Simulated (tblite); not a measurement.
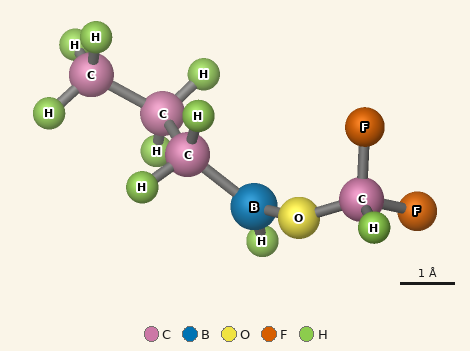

Fig. 1: The structure as given in the input (ball-and-stick view, seen at a tilt). Bond lengths as drawn: B–C 1.58 Å, B–H 1.18 Å, B–O 1.36 Å, C–C 1.52 to 1.53 Å, C–F 1.37 Å, C–H 1.09 to 1.10 Å and C–O 1.31 Å.

C₄H₉BF₂O: saddle-point search

System: C₄H₉BF₂O, SMILES CCCBOC(F)F.
Method: GFN2-xTB saddle search (eigenvector following) and harmonic vibrations, gas phase (tblite 0.8.0).

### What the program printed
```
step      E/eV     max force
  0    -760.70118   0.0571
  1    -760.70423   0.1003
  2    -760.70551   0.1492
  3    -760.70770   0.1288
  4    -760.70720   0.2482
  5    -760.70982   0.0267
  6    -760.71109   0.0267
  7    -760.71246   0.0501
  8    -760.71374   0.0513
  9    -760.71433   0.1336
 10    -760.71444   0.0307
 11    -760.71513   0.0140
 12    -760.71589   0.0219
 13    -760.71656   0.0345
 14    -760.71709   0.0357
 15    -760.71659   0.1565
 16    -760.71747   0.0081
 17    -760.71774   0.0073
 18    -760.71805   0.0146
 19    -760.71831   0.0144
 20    -760.71848   0.0437
 21    -760.71847   0.0033
lowest wavenumbers (cm-1): -225.6 30.7 50.2 76.4 99.9 163.0
```

### Trajectory as extended XYZ (Å, eV, eV/Å), 12 frames, from step=0 to step=21
```
17
Properties=species:S:1:pos:R:3:forces:R:3 step=0 energy=-760.70118
C    -2.8152    0.0202    0.3090   -0.0020   0.0000  -0.0030
C    -1.5249   -0.4133   -0.3769   -0.0010  -0.0080   0.0010
C    -0.2956   -0.1287    0.4951   -0.0040  -0.0010   0.0010
B     1.0644   -0.7504   -0.0216    0.0010   0.0240   0.0000
O     2.2194   -0.0894    0.2736    0.0050   0.0240   0.0400
C     3.1210    0.7027   -0.2401    0.0050  -0.0020   0.0040
F     3.6922    0.2043   -1.3756   -0.0230  -0.0370  -0.0010
F     2.5734    1.8894   -0.6431    0.0200   0.0060  -0.0110
H    -2.9584   -0.5341    1.2342   -0.0060   0.0040   0.0010
H    -2.7853    1.0812    0.5468    0.0030   0.0010  -0.0060
H    -3.6716   -0.1624   -0.3359   -0.0040   0.0020  -0.0020
H    -1.4204    0.1213   -1.3228   -0.0030  -0.0180  -0.0050
H    -1.5733   -1.4795   -0.6033   -0.0030  -0.0110   0.0100
H    -0.2013    0.9511    0.6316   -0.0240  -0.0020   0.0220
H    -0.4908   -0.5379    1.4924    0.0050  -0.0210  -0.0060
H     1.1316   -1.8108   -0.5324    0.0100   0.0440  -0.0350
H     3.9347    0.9364    0.4693    0.0210  -0.0040  -0.0090
17
Properties=species:S:1:pos:R:3:forces:R:3 step=1 energy=-760.70423
C    -2.8097    0.0289    0.3033   -0.0010   0.0050   0.0060
C    -1.5232   -0.4326   -0.3719    0.0020  -0.0080  -0.0090
C    -0.2876   -0.1173    0.4809   -0.0010  -0.0060  -0.0020
B     1.0691   -0.7431   -0.0322    0.0300   0.0020   0.0000
O     2.2509   -0.1338    0.3071    0.0010   0.0400  -0.0360
C     3.1143    0.6952   -0.2190   -0.0080  -0.0060  -0.0220
F     3.6311    0.2440   -1.4032   -0.0530   0.0190   0.0830
F     2.5364    1.8923   -0.5503    0.0530  -0.0730   0.0170
H    -2.9527   -0.4926    1.2483    0.0010   0.0160  -0.0180
H    -2.7754    1.0981    0.5038    0.0020  -0.0210  -0.0090
H    -3.6685   -0.1731   -0.3329    0.0020   0.0030   0.0070
H    -1.4236    0.0645   -1.3394   -0.0050  -0.0240   0.0220
H    -1.5738   -1.5077   -0.5564   -0.0010   0.0210   0.0120
H    -0.2051    0.9655    0.6030   -0.0130  -0.0070   0.0070
H    -0.4652   -0.5133    1.4877    0.0040  -0.0050  -0.0110
H     1.1204   -1.7833   -0.5855    0.0090   0.0450  -0.0090
H     3.9626    0.9083    0.4567   -0.0230  -0.0010  -0.0390
17
Properties=species:S:1:pos:R:3:forces:R:3 step=3 energy=-760.70770
C    -2.8057    0.0434    0.3194   -0.0350  -0.0100  -0.0120
C    -1.5484   -0.4829   -0.3607    0.0830   0.0090  -0.0230
C    -0.2801   -0.1046    0.4189   -0.0560  -0.0220   0.0430
B     1.0683   -0.7354   -0.1046    0.0700   0.0170   0.0110
O     2.2669   -0.1844    0.2939   -0.1120  -0.0630  -0.0090
C     3.1201    0.6914   -0.1667    0.0040  -0.0200   0.0040
F     3.6382    0.3228   -1.3747    0.0310  -0.0010  -0.0510
F     2.5394    1.9020   -0.4178   -0.0330   0.0400   0.0060
H    -2.9257   -0.4081    1.3017   -0.0010   0.0000   0.0130
H    -2.7487    1.1220    0.4438   -0.0110   0.0200  -0.0090
H    -3.6886   -0.1882   -0.2736    0.0240   0.0080   0.0180
H    -1.4828   -0.0690   -1.3710    0.0030  -0.0320   0.0680
H    -1.6128   -1.5699   -0.4533    0.0280   0.0550   0.0130
H    -0.2097    0.9862    0.4847   -0.0220  -0.0650  -0.0060
H    -0.4028   -0.4478    1.4571   -0.0030   0.0400  -0.1050
H     1.1065   -1.7421   -0.7175    0.0140   0.0370   0.0210
H     3.9659    0.8649    0.5204    0.0150  -0.0120   0.0170
17
Properties=species:S:1:pos:R:3:forces:R:3 step=5 energy=-760.70982
C    -2.8056    0.0486    0.3167    0.0030  -0.0010   0.0030
C    -1.5472   -0.4895   -0.3550   -0.0080  -0.0020  -0.0030
C    -0.2819   -0.1106    0.4218    0.0040  -0.0050  -0.0090
B     1.0670   -0.7345   -0.1109    0.0040  -0.0040  -0.0060
O     2.2614   -0.1836    0.2829   -0.0030  -0.0120  -0.0010
C     3.1213    0.6919   -0.1661   -0.0030  -0.0100  -0.0020
F     3.6343    0.3426   -1.3831    0.0010  -0.0040  -0.0140
F     2.5475    1.9113   -0.3927   -0.0130   0.0230   0.0040
H    -2.9223   -0.3813    1.3097    0.0030   0.0080  -0.0070
H    -2.7533    1.1310    0.4163    0.0010  -0.0110  -0.0070
H    -3.6877   -0.1987   -0.2692   -0.0040  -0.0020   0.0020
H    -1.4781   -0.0877   -1.3675   -0.0030  -0.0060   0.0010
H    -1.6124   -1.5762   -0.4353   -0.0020   0.0100   0.0040
H    -0.2157    0.9783    0.4873    0.0010   0.0090  -0.0010
H    -0.4048   -0.4526    1.4557    0.0030  -0.0020   0.0140
H     1.1070   -1.7351   -0.7320    0.0000   0.0140   0.0060
H     3.9706    0.8460    0.5213    0.0160  -0.0050   0.0160
17
Properties=species:S:1:pos:R:3:forces:R:3 step=7 energy=-760.71246
C    -2.8053    0.0571    0.3166   -0.0120   0.0110   0.0160
C    -1.5573   -0.5215   -0.3407    0.0060  -0.0060  -0.0070
C    -0.2807   -0.1086    0.4004   -0.0090  -0.0080   0.0060
B     1.0649   -0.7232   -0.1497    0.0090  -0.0070  -0.0070
O     2.2627   -0.2007    0.2783   -0.0020   0.0130  -0.0130
C     3.1275    0.6858   -0.1401   -0.0100  -0.0020  -0.0050
F     3.6076    0.4000   -1.3870   -0.0030   0.0070   0.0160
F     2.5680    1.9269   -0.2837    0.0070  -0.0290   0.0080
H    -2.9048   -0.3077    1.3384    0.0060   0.0190  -0.0460
H    -2.7529    1.1448    0.3447   -0.0070  -0.0470  -0.0030
H    -3.6970   -0.2290   -0.2379    0.0180   0.0110   0.0200
H    -1.4993   -0.1743   -1.3749   -0.0050  -0.0140   0.0350
H    -1.6282   -1.6113   -0.3624    0.0050   0.0340   0.0030
H    -0.2234    0.9835    0.4342   -0.0040  -0.0140  -0.0050
H    -0.3769   -0.4184    1.4483    0.0000   0.0100  -0.0240
H     1.1017   -1.6910   -0.8217    0.0020   0.0230   0.0120
H     3.9934    0.7877    0.5372   -0.0040  -0.0020  -0.0070
17
Properties=species:S:1:pos:R:3:forces:R:3 step=9 energy=-760.71433
C    -2.8074    0.0556    0.3330   -0.0450   0.0340   0.0450
C    -1.5738   -0.5490   -0.3287   -0.0010  -0.0010   0.0020
C    -0.2810   -0.0916    0.3539   -0.0020  -0.0140  -0.0070
B     1.0588   -0.7057   -0.2100    0.0080  -0.0100  -0.0100
O     2.2596   -0.2256    0.2595    0.0170   0.0240  -0.0240
C     3.1394    0.6721   -0.1016   -0.0180  -0.0190  -0.0050
F     3.6361    0.4444   -1.3543   -0.0090   0.0000   0.0210
F     2.5943    1.9237   -0.1913   -0.0050  -0.0100   0.0060
H    -2.8672   -0.2445    1.3813    0.0030   0.0380  -0.1280
H    -2.7685    1.1455    0.2892   -0.0160  -0.1190   0.0100
H    -3.7140   -0.2775   -0.1726    0.0670   0.0400   0.0540
H    -1.5474   -0.2564   -1.3805   -0.0050  -0.0080   0.0220
H    -1.6372   -1.6384   -0.2914    0.0030   0.0210   0.0020
H    -0.2344    1.0015    0.3351   -0.0020   0.0030  -0.0050
H    -0.3428   -0.3482    1.4176    0.0030   0.0040   0.0010
H     1.0897   -1.6375   -0.9315    0.0020   0.0260   0.0180
H     3.9958    0.7316    0.5923    0.0000  -0.0080  -0.0020
17
Properties=species:S:1:pos:R:3:forces:R:3 step=11 energy=-760.71513
C    -2.8080    0.0544    0.3305   -0.0050   0.0040   0.0050
C    -1.5727   -0.5502   -0.3270    0.0010  -0.0010   0.0000
C    -0.2813   -0.0899    0.3559   -0.0010   0.0000   0.0000
B     1.0588   -0.7039   -0.2069    0.0010  -0.0010  -0.0020
O     2.2596   -0.2238    0.2615    0.0010   0.0030  -0.0030
C     3.1398    0.6709   -0.1028   -0.0010   0.0000  -0.0010
F     3.6238    0.4475   -1.3606   -0.0010   0.0030   0.0070
F     2.5984    1.9253   -0.1807    0.0040  -0.0080   0.0030
H    -2.8727   -0.2483    1.3740    0.0010   0.0050  -0.0130
H    -2.7681    1.1412    0.2912   -0.0020  -0.0130   0.0000
H    -3.7120   -0.2734   -0.1779    0.0070   0.0040   0.0070
H    -1.5451   -0.2605   -1.3790   -0.0010  -0.0030   0.0040
H    -1.6347   -1.6390   -0.2870    0.0010   0.0030   0.0020
H    -0.2354    1.0033    0.3328   -0.0010  -0.0020  -0.0030
H    -0.3435   -0.3421    1.4208    0.0010   0.0030  -0.0040
H     1.0900   -1.6343   -0.9283    0.0000   0.0040   0.0000
H     4.0029    0.7228    0.5836   -0.0030  -0.0010  -0.0030
17
Properties=species:S:1:pos:R:3:forces:R:3 step=13 energy=-760.71656
C    -2.8093    0.0523    0.3423   -0.0140   0.0070   0.0110
C    -1.5839   -0.5729   -0.3146    0.0080  -0.0010  -0.0030
C    -0.2819   -0.0750    0.3201   -0.0080   0.0000   0.0070
B     1.0538   -0.6878   -0.2539    0.0070  -0.0020  -0.0030
O     2.2565   -0.2428    0.2452    0.0070   0.0140  -0.0120
C     3.1484    0.6584   -0.0733   -0.0070  -0.0060  -0.0020
F     3.6418    0.4840   -1.3354   -0.0040   0.0030   0.0170
F     2.6195    1.9205   -0.1028    0.0040  -0.0170   0.0030
H    -2.8486   -0.2033    1.4002    0.0000   0.0100  -0.0330
H    -2.7787    1.1370    0.2530   -0.0050  -0.0300   0.0030
H    -3.7220   -0.3049   -0.1306    0.0210   0.0120   0.0150
H    -1.5807   -0.3302   -1.3792    0.0000  -0.0060   0.0190
H    -1.6376   -1.6596   -0.2251    0.0040   0.0160   0.0000
H    -0.2464    1.0176    0.2498   -0.0040  -0.0160  -0.0010
H    -0.3170   -0.2796    1.3965   -0.0010   0.0050  -0.0190
H     1.0804   -1.5869   -1.0147    0.0010   0.0110   0.0070
H     4.0057    0.6730    0.6225   -0.0080  -0.0020  -0.0090
17
Properties=species:S:1:pos:R:3:forces:R:3 step=15 energy=-760.71659
C    -2.8095    0.0514    0.3519   -0.0700   0.0420   0.0540
C    -1.5919   -0.5915   -0.3025   -0.0070   0.0010   0.0070
C    -0.2830   -0.0629    0.2893    0.0080  -0.0160  -0.0210
B     1.0486   -0.6712   -0.2986    0.0030  -0.0060  -0.0060
O     2.2528   -0.2609    0.2257    0.0150   0.0200  -0.0130
C     3.1550    0.6454   -0.0462   -0.0090  -0.0080  -0.0050
F     3.6594    0.5197   -1.3101   -0.0080   0.0030   0.0210
F     2.6368    1.9120   -0.0278    0.0030  -0.0170   0.0020
H    -2.8155   -0.1450    1.4268   -0.0110   0.0310  -0.1530
H    -2.7980    1.1328    0.1997   -0.0160  -0.1370   0.0290
H    -3.7302   -0.3480   -0.0766    0.0990   0.0620   0.0600
H    -1.6092   -0.3909   -1.3748   -0.0040  -0.0010  -0.0070
H    -1.6364   -1.6736   -0.1697   -0.0010  -0.0060   0.0040
H    -0.2601    1.0261    0.1812    0.0020   0.0250  -0.0060
H    -0.2949   -0.2292    1.3708    0.0030  -0.0020   0.0300
H     1.0706   -1.5378   -1.0965    0.0010   0.0120   0.0100
H     4.0056    0.6234    0.6575   -0.0070  -0.0020  -0.0090
17
Properties=species:S:1:pos:R:3:forces:R:3 step=17 energy=-760.71774
C    -2.8100    0.0510    0.3505   -0.0010   0.0010   0.0020
C    -1.5916   -0.5948   -0.2994    0.0020  -0.0010  -0.0010
C    -0.2829   -0.0617    0.2900   -0.0020   0.0000   0.0010
B     1.0487   -0.6701   -0.2974    0.0020  -0.0010  -0.0020
O     2.2530   -0.2599    0.2266    0.0020   0.0050  -0.0030
C     3.1553    0.6451   -0.0471   -0.0020  -0.0010  -0.0010
F     3.6522    0.5236   -1.3138   -0.0020   0.0010   0.0060
F     2.6393    1.9124   -0.0208    0.0020  -0.0070   0.0010
H    -2.8279   -0.1553    1.4188    0.0010   0.0020  -0.0050
H    -2.7904    1.1298    0.2108   -0.0010  -0.0050   0.0000
H    -3.7279   -0.3341   -0.0876    0.0020   0.0010   0.0020
H    -1.6083   -0.4004   -1.3733    0.0000  -0.0020   0.0070
H    -1.6358   -1.6765   -0.1603    0.0010   0.0060   0.0000
H    -0.2607    1.0276    0.1747   -0.0010  -0.0040  -0.0010
H    -0.2938   -0.2208    1.3736    0.0000   0.0020  -0.0060
H     1.0709   -1.5348   -1.0967    0.0000   0.0040   0.0020
H     4.0098    0.6189    0.6515   -0.0030  -0.0010  -0.0030
17
Properties=species:S:1:pos:R:3:forces:R:3 step=19 energy=-760.71831
C    -2.8108    0.0483    0.3583   -0.0020   0.0020   0.0020
C    -1.5973   -0.6112   -0.2870    0.0060  -0.0020  -0.0030
C    -0.2841   -0.0487    0.2642   -0.0060   0.0030   0.0050
B     1.0443   -0.6543   -0.3331    0.0040  -0.0020  -0.0020
O     2.2497   -0.2734    0.2102    0.0060   0.0100  -0.0070
C     3.1612    0.6331   -0.0258   -0.0050  -0.0030  -0.0020
F     3.6648    0.5523   -1.2934   -0.0030   0.0010   0.0120
F     2.6556    1.9032    0.0421    0.0030  -0.0130   0.0010
H    -2.8110   -0.1202    1.4334    0.0000   0.0020  -0.0090
H    -2.8017    1.1218    0.1804   -0.0010  -0.0080   0.0010
H    -3.7322   -0.3587   -0.0519    0.0040   0.0020   0.0040
H    -1.6313   -0.4549   -1.3670    0.0010  -0.0030   0.0140
H    -1.6315   -1.6878   -0.1093    0.0020   0.0130  -0.0020
H    -0.2737    1.0368    0.1111   -0.0020  -0.0130   0.0010
H    -0.2758   -0.1698    1.3527   -0.0010   0.0020  -0.0140
H     1.0625   -1.4913   -1.1617    0.0010   0.0060   0.0050
H     4.0112    0.5750    0.6765   -0.0060   0.0000  -0.0070
17
Properties=species:S:1:pos:R:3:forces:R:3 step=21 energy=-760.71847
C    -2.8110    0.0480    0.3593   -0.0010   0.0010   0.0010
C    -1.5982   -0.6156   -0.2831    0.0010   0.0000   0.0000
C    -0.2846   -0.0459    0.2586   -0.0010   0.0000   0.0000
B     1.0431   -0.6494   -0.3424    0.0000   0.0000  -0.0010
O     2.2487   -0.2766    0.2052    0.0010   0.0020  -0.0010
C     3.1627    0.6296   -0.0206   -0.0010   0.0000   0.0000
F     3.6663    0.5616   -1.2887   -0.0010   0.0010   0.0030
F     2.6606    1.9000    0.0617    0.0010  -0.0030   0.0010
H    -2.8056   -0.1066    1.4363    0.0000   0.0010  -0.0030
H    -2.8065    1.1190    0.1677    0.0000  -0.0030   0.0000
H    -3.7329   -0.3673   -0.0413    0.0020   0.0010   0.0020
H    -1.6357   -0.4701   -1.3640    0.0000  -0.0010   0.0020
H    -1.6298   -1.6901   -0.0947    0.0000   0.0020   0.0000
H    -0.2782    1.0382    0.0969    0.0000  -0.0010   0.0000
H    -0.2715   -0.1582    1.3475    0.0000   0.0010  -0.0020
H     1.0601   -1.4778   -1.1792    0.0000   0.0020   0.0000
H     4.0124    0.5612    0.6808   -0.0010   0.0000  -0.0010
```

This output came from the following input.

### Input file
```
{"job": {"xc": "GFN2-xTB", "basis": "xTB", "kind": "saddle"}, "charge": 0, "multiplicity": 1}
C     -2.815219     0.020200     0.308969
C     -1.524942    -0.413307    -0.376900
C     -0.295575    -0.128702     0.495099
B      1.064439    -0.750422    -0.021643
O      2.219356    -0.089449     0.273562
C      3.120998     0.702713    -0.240090
F      3.692206     0.204304    -1.375646
F      2.573434     1.889428    -0.643140
H     -2.958428    -0.534129     1.234197
H     -2.785277     1.081234     0.546817
H     -3.671551    -0.162431    -0.335907
H     -1.420377     0.121306    -1.322758
H     -1.573333    -1.479524    -0.603339
H     -0.201283     0.951117     0.631573
H     -0.490806    -0.537873     1.492351
H      1.131633    -1.810830    -0.532405
H      3.934725     0.936363     0.469262
```

The first line tells a small driver script what to run in tblite; the rest is the geometry in Å.

Command:
```bash
OMP_NUM_THREADS=1 python <driver script> task.json out
```

### Key numbers

```csv
quantity,value
outcome,converged
total energy,−760.7185 eV
point group,C1
hardware,"1 CPU thread, shared host"
wall time,11 s
peak memory,0.2 GiB
```
